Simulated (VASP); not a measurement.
Band structure of KF (space group Fm-3m). Calculation: PBE GGA, VASP's PBE PAW potentials (set 64) (plane waves; VASP 6.6.1).

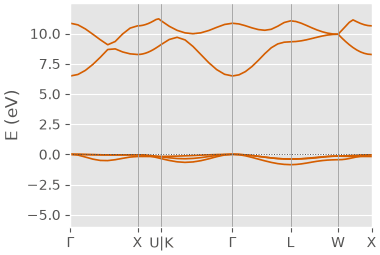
Figure. Bands along high-symmetry lines, zero at the valence-band maximum or, without a gap, the Fermi level

Problem. Read the plot: is there a gap, and where are the band edges?

Solution. The gap is direct, 6.49 eV, from the valence maximum at Γ to the conduction minimum at Γ.

The structure is a typed KF crystal. The cell was not relaxed at this level.
